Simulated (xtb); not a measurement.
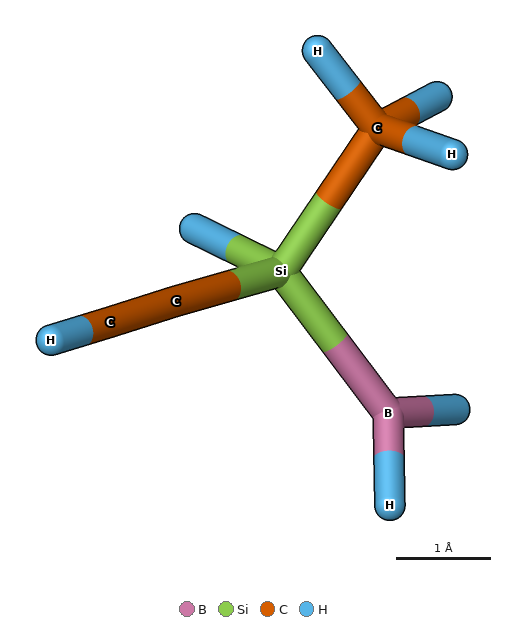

**Figure 1.** The starting structure (stick view, seen at a tilt).

**Run report: C3H7BSi, geometry relaxation (part 1 of 4)**

The run: geometry relaxation of C3H7BSi, SMILES B[SiH](C)C#C. Method and program: GFN2-xTB, GBSA solvent acetonitrile (xtb 6.7.1).

### Log
```
* xtb version 6.7.1
   ID    Z sym.   atoms
    1    5 B      1
    2   14 Si     2
    3    6 C      3-5
    4    1 H      6-12

           -------------------------------------------------
          |                Calculation Setup                |
           -------------------------------------------------

          program call               : xtb geo.gen --gbsa acetonitrile -c 0 -u 0 --gfn2 --json --ohess --parallel 1
          coordinate file            : geo.gen
          omp threads                :                     1

           -------------------------------------------------
          |                 G F N 2 - x T B                 |
           -------------------------------------------------

      * Hamiltonian:
        H0-scaling (s, p, d)           1.850000    2.230000    2.230000
        zeta-weighting                 0.500000
      * Dispersion:
        s8                             2.700000
        a1                             0.520000
        a2                             5.000000
        s9                             5.000000
      * Repulsion:
        kExp                           1.500000    1.000000
        rExp                           1.000000
      * Coulomb:
        alpha                          2.000000
        third order                    shell-resolved
        anisotropic                    true
        a3                             3.000000
        a5                             4.000000
        cn-shift                       1.200000
        cn-exp                         4.000000
        max-rad                        5.000000

      * Solvation model:               GBSA
        Solvent                        acetonitrile
        Parameter file                 internal GFN2-xTB/GBSA
        Dielectric constant                3.7500E+01
        Reference state                gsolv [1 M gas/solution]
        Free energy shift                  2.0473E-03 Eh       1.2847E+00 kcal/mol
        Temperature                        2.9815E+02 K
        Density                            7.8600E-01 kg/L
        Solvent mass                       4.1050E+01 g/mol
        Interaction kernel             Still
        Born radius scaling (c1)           1.5800E+00
        Born radii integrator          GBOBC
        Born offset                        1.3788E-02 a0       2.6056E-02 AA
        H-bond correction              true
        Ion screening                  false
        Surface tension                    1.0000E-05 Eh       1.5569E+01 dyn/cm
        Grid points                               230 per atom

          ...................................................
          :                      SETUP                      :
          :.................................................:
          :  # basis functions                  33          :
          :  # atomic orbitals                  32          :
          :  # shells                           18          :
          :  # electrons                        26          :
          :  max. iterations                   250          :
          :  Hamiltonian                  GFN2-xTB          :
          :  restarted?                      false          :
          :  GBSA solvation                   true          :
          :  PC potential                    false          :
          :  electronic temp.          300.0000000     K    :
          :  accuracy                    1.0000000          :
          :  -> integral cutoff          0.2500000E+02      :
          :  -> integral neglect         0.1000000E-07      :
          :  -> SCF convergence          0.1000000E-05 Eh   :
          :  -> wf. convergence          0.1000000E-03 e    :
          :  Broyden damping             0.4000000          :
          :  net charge                          0          :
          :  unpaired electrons                  0          :
          ...................................................

 iter      E             dE          RMSdq      gap      omega  full diag
   1    -12.9124484 -0.129124E+02  0.942E+00    3.21       0.0  T
   2    -13.0431765 -0.130728E+00  0.630E+00    1.60       1.0  T
   3    -13.0445300 -0.135348E-02  0.289E+00    2.43       1.0  T
   4    -13.0370648  0.746520E-02  0.146E+00    2.21       1.0  T
   5    -13.0505333 -0.134685E-01  0.615E-01    2.38       1.0  T
   6    -13.0517370 -0.120370E-02  0.347E-01    2.45       1.0  T
   7    -13.0521074 -0.370455E-03  0.216E-01    2.42       1.0  T
   8    -13.0521030  0.442235E-05  0.138E-01    2.42       1.0  T
   9    -13.0521472 -0.441667E-04  0.376E-02    2.40       1.0  T
  10    -13.0521467  0.474129E-06  0.269E-02    2.41       1.1  T
  11    -13.0521486 -0.193411E-05  0.716E-03    2.41       4.0  T
  12    -13.0521487 -0.198756E-07  0.336E-03    2.41       8.6  T
  13    -13.0521487 -0.470427E-08  0.152E-03    2.41      19.0  T
  14    -13.0521487  0.335946E-08  0.112E-03    2.41      25.9  T
  15    -13.0521487 -0.481074E-08  0.213E-04    2.41     135.6  T
  16    -13.0521487  0.130012E-10  0.727E-05    2.41     397.3  T

   *** convergence criteria satisfied after 16 iterations ***

         #    Occupation            Energy/Eh            Energy/eV
      -------------------------------------------------------------
         1        2.0000           -0.7153472             -19.4656
       ...           ...                  ...                  ...
         7        2.0000           -0.4525270             -12.3139
         8        2.0000           -0.4475221             -12.1777
         9        2.0000           -0.4192941             -11.4096
        10        2.0000           -0.4140448             -11.2667
        11        2.0000           -0.4090659             -11.1312
        12        2.0000           -0.3988164             -10.8523
        13        2.0000           -0.3771314             -10.2623 (HOMO)
        14                         -0.2886742              -7.8552 (LUMO)
        15                         -0.1939473              -5.2776
        16                         -0.1903983              -5.1810
        17                         -0.1600079              -4.3540
        18                         -0.1163767              -3.1668
       ...                                ...                  ...
        32                          1.3632043              37.0947
      -------------------------------------------------------------
                  HL-Gap            0.0884572 Eh            2.4070 eV
             Fermi-level           -0.3329028 Eh           -9.0587 eV

 SCC (total)                   0 d,  0 h,  0 min,  0.006 sec
 SCC setup                      ...        0 min,  0.000 sec (  3.641%)
 Dispersion                     ...        0 min,  0.000 sec (  0.780%)
 classical contributions        ...        0 min,  0.000 sec (  0.140%)
 integral evaluation            ...        0 min,  0.001 sec ( 11.270%)
 iterations                     ...        0 min,  0.004 sec ( 60.183%)
 molecular gradient             ...        0 min,  0.001 sec ( 22.853%)
 printout                       ...        0 min,  0.000 sec (  0.930%)

         :::::::::::::::::::::::::::::::::::::::::::::::::::::
         ::                     SUMMARY                     ::
         :::::::::::::::::::::::::::::::::::::::::::::::::::::
         :: total energy             -12.817675982950 Eh    ::
         :: w/o Gsasa/hb/shift       -12.810618830939 Eh    ::
         :: gradient norm              0.095483862455 Eh/a0 ::
         :: HOMO-LUMO gap              2.407043811538 eV    ::
         ::.................................................::
         :: SCC energy               -13.052131915378 Eh    ::
         :: -> isotropic ES            0.029529120414 Eh    ::
         :: -> anisotropic ES          0.002711610800 Eh    ::
         :: -> anisotropic XC          0.012102167244 Eh    ::
         :: -> dispersion             -0.007022333807 Eh    ::
         :: -> Gsolv                  -0.007234280412 Eh    ::
         ::    -> Gelec               -0.000177128401 Eh    ::
         ::    -> Gsasa               -0.008287803032 Eh    ::
         ::    -> Ghb                 -0.000816624332 Eh    ::
         ::    -> Gshift               0.002047275352 Eh    ::
         :: repulsion energy           0.234455932428 Eh    ::
         :: add. restraining           0.000000000000 Eh    ::
         :: total charge              -0.000000000000 e     ::
         :::::::::::::::::::::::::::::::::::::::::::::::::::::

      -----------------------------------------------------------
     |                   =====================                   |
     |                        A N C O P T                        |
     |                   =====================                   |
     |               Approximate Normal Coordinate               |
     |                Rational Function Optimizer                |
      -----------------------------------------------------------

          ...................................................
          :                      SETUP                      :
          :.................................................:
          :   optimization level            normal          :
          :   max. optcycles                   200          :
          :   ANC micro-cycles                  20          :
          :   degrees of freedom                30          :
          :.................................................:
          :   RF solver                   davidson          :
          :   write xtbopt.log                true          :
          :   linear?                        false          :
          :   energy convergence         0.5000000E-05 Eh   :
          :   grad. convergence          0.1000000E-02 Eh/α :
          :   maximum RF displ.          1.0000000          :
          :   Hlow (freq-cutoff)         0.1000000E-01      :
          :   Hmax (freq-cutoff)         5.0000000          :
          :   S6 in model hess.         20.0000000          :
          ...................................................

generating ANC from exact Hessian ...
Using Lindh-Hessian (1995)
 Shifting diagonal of input Hessian by    9.8970784127404635E-003
 Lowest  eigenvalues of input Hessian
    0.000000    0.000000    0.000000    0.000000    0.000000    0.000000
    0.010000    0.010011    0.011375    0.011497    0.012250    0.013019
    0.017812    0.019722    0.022879    0.024393    0.028600    0.037002
 Highest eigenvalues
    0.752067    0.834855    0.846200    0.926370    1.044409    2.389488

........................................................................
.............................. CYCLE    1 ..............................
........................................................................

 iter      E             dE          RMSdq      gap      omega  full diag
   1    -13.0521487 -0.130521E+02  0.186E-05    2.41       0.0  T
   2    -13.0521487 -0.190781E-11  0.175E-05    2.41    1648.8  T
   3    -13.0521487 -0.559552E-12  0.121E-05    2.41    2387.9  T
     SCC iter.                  ...        0 min,  0.001 sec
     gradient                   ...        0 min,  0.001 sec
 * total energy  :   -12.8176760 Eh     change       -0.5658052E-10 Eh
   gradient norm :     0.0954839 Eh/α   predicted     0.0000000E+00 (-100.00%)
   displ. norm   :     0.3758430 α      lambda       -0.2901806E-01
   maximum displ.:     0.1975180 α      in ANC's #16, #20, #15, ...

........................................................................
.............................. CYCLE    2 ..............................
........................................................................

 iter      E             dE          RMSdq      gap      omega  full diag
   1    -13.0830788 -0.130831E+02  0.674E-01    2.41       0.0  T
   2    -13.0833318 -0.253033E-03  0.350E-01    2.39       1.0  T
   3    -13.0833421 -0.102680E-04  0.212E-01    2.41       1.0  T
   4    -13.0833684 -0.262794E-04  0.882E-02    2.40       1.0  T
   5    -13.0833658  0.262904E-05  0.564E-02    2.40       1.0  T
   6    -13.0833677 -0.196198E-05  0.250E-02    2.40       1.2  T
   7    -13.0833698 -0.207930E-05  0.152E-02    2.40       1.9  T
   8    -13.0833698  0.437637E-07  0.119E-02    2.40       2.4  T
   9    -13.0833699 -0.182387E-06  0.352E-03    2.40       8.2  T
  10    -13.0833699 -0.899581E-08  0.116E-03    2.40      24.9  T
  11    -13.0833699 -0.297803E-09  0.504E-04    2.40      57.3  T
  12    -13.0833699 -0.258373E-09  0.146E-04    2.40     197.6  T
     SCC iter.                  ...        0 min,  0.003 sec
     gradient                   ...        0 min,  0.001 sec
 * total energy  :   -12.8403224 Eh     change       -0.2264641E-01 Eh
   gradient norm :     0.0499291 Eh/α   predicted    -0.1655855E-01 ( -26.88%)
   displ. norm   :     0.3068831 α      lambda       -0.1235632E-01
   maximum displ.:     0.1978572 α      in ANC's #20, #9, #23, ...

........................................................................
.............................. CYCLE    3 ..............................
........................................................................

 iter      E             dE          RMSdq      gap      omega  full diag
   1    -13.1039628 -0.131040E+02  0.716E-01    2.38       0.0  T
   2    -13.1040394 -0.765889E-04  0.401E-01    2.38       1.0  T
   3    -13.1040304  0.901392E-05  0.161E-01    2.38       1.0  T
   4    -13.1040528 -0.224328E-04  0.732E-02    2.38       1.0  T
   5    -13.1040417  0.110478E-04  0.537E-02    2.38       1.0  T
   6    -13.1040599 -0.181509E-04  0.162E-02    2.38       1.8  T
   7    -13.1040615 -0.164376E-05  0.924E-03    2.38       3.1  T
   8    -13.1040616 -0.630884E-07  0.630E-03    2.38       4.6  T
   9    -13.1040616 -0.153848E-07  0.257E-03    2.38      11.2  T
  10    -13.1040616 -0.599543E-08  0.749E-04    2.38      38.5  T
  11    -13.1040616 -0.109864E-09  0.443E-04    2.38      65.2  T
     SCC iter.                  ...        0 min,  0.003 sec
     gradient                   ...        0 min,  0.001 sec
 * total energy  :   -12.8346631 Eh     change        0.5659292E-02 Eh
   gradient norm :     0.1268682 Eh/α   predicted    -0.6760006E-02 (-219.45%)
   displ. norm   :     0.1825118 α      lambda       -0.2150781E-01
   maximum displ.:     0.1379450 α      in ANC's #20, #23, #18, ...

........................................................................
.............................. CYCLE    4 ..............................
........................................................................
```
